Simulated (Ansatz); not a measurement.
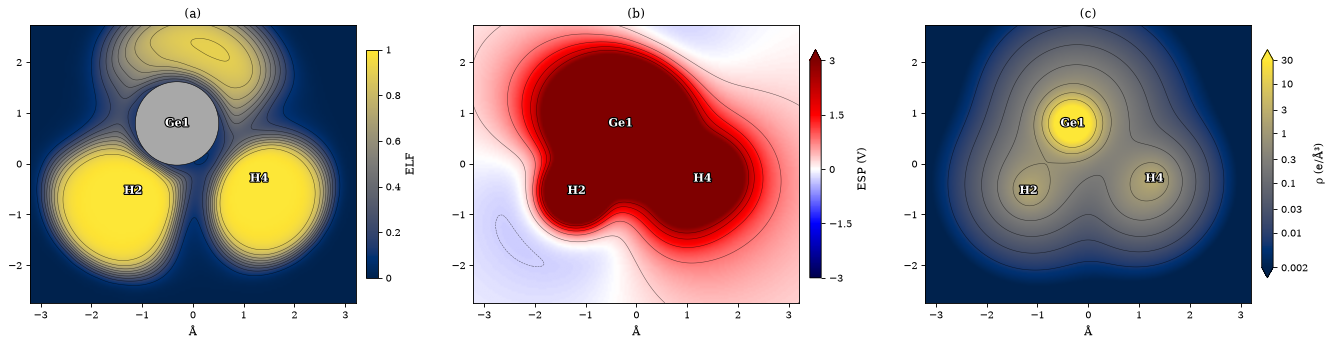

Figure. GeH$_{4}$. (a) electron localisation function; (b) electrostatic potential; (c) total electron density on the plane of atoms H2, Ge1 and H4. Grey discs cover the atomic cores in the ELF map.

The product side of a reaction path; geometry: PBE0-D4/def2-TZVP.

All numbers below come from RKS PBE0-D4/def2-TZVPP in Ansatz 0.2.0.

Input

```
crystal:
  periodic: [false, false, false]
  atoms:
    - {symbol: Ge, position_ang: [-0.097762, -0.524649, 0.814868]}
    - {symbol: H, position_ang: [0.917588, -1.099035, -0.262083]}
    - {symbol: H, position_ang: [-0.413831, 0.512721, -0.882381]}
    - {symbol: H, position_ang: [-1.124435, 0.281065, -0.626584]}
    - {symbol: H, position_ang: [0.718340, 0.829900, 0.956179]}
basis:
  gaussian: {orbitals: def2-TZVPP}
hamiltonian: {xc: pbe0, dispersion: d4}
output: {orbitals: {seedname: orbitals}}
```

Command:

```sh
ansatz run in.yaml --threads 2 --pin off --events-out ev --progress --plain --max-ram 4352MiB
```

### Read the bonding off the picture.

- Atoms in the plane: Ge and H.
- Ge1···H4 (1.94 Å): the density falls to about 0.34 e/Å³ on the way; the ELF climbs to about 1 towards the hydrogen.
- Ge–H (1.59 Å): ρ at the midpoint is about 0.94 e/Å³; the ELF climbs to about 1 towards the hydrogen.
- The potential has no marked negative region in this plane.
